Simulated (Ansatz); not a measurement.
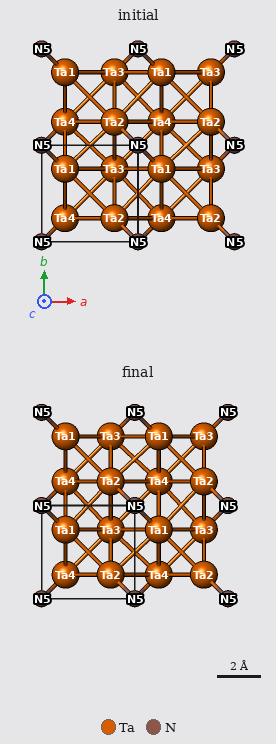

The structure of crystalline Ta$_{4}$N (a generated structure, set up in P-43m) (coarse preliminary run) before (top) and after (bottom) a relaxation, at one scale.

The picture is a ball-and-stick view of the cell of the calculation, repeated 2 × 2 × 1 with one cell outlined, seen along the c axis.

The calculation used DFT PBE, scalar-relativistic, plane waves, PAW (Ansatz).

The input:
```yaml
crystal:
  lattice:
    - [4.56103984, 0.0, 0.0]
    - [0.0, 4.56103984, 0.0]
    - [0.0, 0.0, 4.56103984]
  atoms:
    - { symbol: Ta, position: [0.24378108, 0.75621892, 0.75621892] }
    - { symbol: Ta, position: [0.75621892, 0.24378108, 0.75621892] }
    - { symbol: Ta, position: [0.75621892, 0.75621892, 0.24378108] }
    - { symbol: Ta, position: [0.24378108, 0.24378108, 0.24378108] }
    - { symbol: "N", position: [0.0, 0.0, 0.0] }
basis:
  ecutwfc: 420
kpoints:
  mp_grid: { grid: [4, 4, 4] }
hamiltonian:
  xc: pbe
scf:
  occupations: { method: gaussian, width: 0.1 }
  lower_state_search: "off"
output:
  forces: true
  stress: true
  eigenvalues: true
relax:
  adjacent_minimum: "off"
  f_tol: 0.04
  max_steps: 70
  cell: { stress_tol: 0.4 }
```

Launched with:
```bash
ansatz run input.yaml --threads 1 --pin off --max-ram 2560MiB --backend cpu --events-out ev --progress --plain --runs-dir out
```

Question: Summarise the run.

Answer: Over 2 accepted moves (3 points after the start) the energy falls by 0.878 eV per cell of the calculation. The largest force component goes from 1.4 to 0.031 eV/Å. The pressure goes from −8.97 to −0.22 GPa. At 1 point the geometry stayed and the basis and grid were re-selected for the new cell (energy shift of 5.0 meV per cell of the calculation at most each time). The largest moves relative to the cell, 0.11 Å, are those of Ta1, Ta2, Ta3 and Ta4. Ta4 goes along [1 1 1]. N stays in place. The volume changes by −9.8 %, with a = b = c 4.561 → 4.407 Å (−3.4 %). Near-neighbour distances that change, for instance: Ta1–Ta2 3.305 → 3.013 Å, Ta1–Ta2 (another image) 3.226 → 3.118 Å, Ta1–Ta2 (another image) 3.145 → 3.220 Å, Ta1–N5 1.926 → 1.972 Å. The space group stays P-43m (No. 215). The run took 11 s on 1 thread of Intel(R) Xeon(R) Platinum 8259CL CPU @ 2.50GHz (Skylake/Cascade Lake), with other jobs on the host, peak memory 0.39 GiB.
